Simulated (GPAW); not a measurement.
Band structure of TaN2 (P-6m2, 3 atoms in the cell).

```xyz
3
Lattice="3.1155 0.0000 0.0000 -1.5577 2.6981 0.0000 0.0000 0.0000 3.7938" Properties=species:S:1:pos:R:3 pbc="T T T"
Ta     1.5577     0.8994     1.8969
N      0.0000     0.0000     3.0944
N      0.0000     0.0000     0.6994
```

Method: LDA (Perdew-Wang 92), GPAW PAW datasets LDA (gpaw-data 1.0.1) (plane waves; GPAW).

Settings: mode = pw; ecut = 900 eV; xc = LDA; kpts = 10 10 7; mesh shift (steps) = 0 0 0; occupations.name = methfessel-paxton; occupations.width = 0.272 eV; occupations.order = 0; nbands = -9; convergence.density = 1e-05 e/electron; convergence.energy = 1e-05 eV/electron; symmetry.symmorphic = false; symmetry.tolerance = 0.0005; maxiter = 150.

The starting cell comes from a database of computed structures (which also holds hypothetical and non-ambient phases and stackings), without a prior relaxation at this level. Spin-orbit coupling is off. Spin polarisation is off; with an odd number of electrons in the cell that forces a metal, and a magnetic state may lie lower.

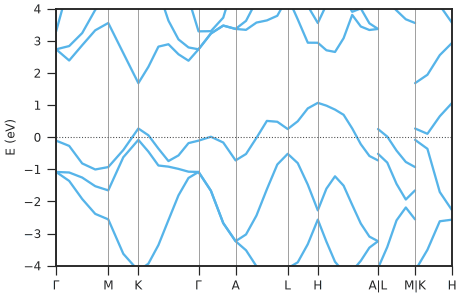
Figure. Bands along the path, energies from the Fermi level.

Levels in eV from the Fermi level, bands 9 to 15:
| point | 9 | 10 | 11 | 12 | 13 | 14 | 15 |
|---|---|---|---|---|---|---|---|
| Γ | -5.57 | -1.08 | -1.08 | -0.11 | 2.74 | 2.74 | 3.30 |
| M | -4.74 | -2.56 | -1.66 | -0.93 | 3.56 | 4.41 | 6.32 |
| K | -6.26 | -4.16 | -0.08 | 0.27 | 1.68 | 5.68 | 5.99 |
| A | -4.41 | -3.24 | -3.24 | -0.72 | 3.37 | 3.37 | 4.98 |
| L | -5.12 | -4.08 | -0.52 | 0.25 | 4.36 | 4.60 | 4.93 |
| H | -5.41 | -2.57 | -2.28 | 1.07 | 2.94 | 3.56 | 5.76 |

Bands cross the Fermi level along this path, so the cell is metallic at this level.
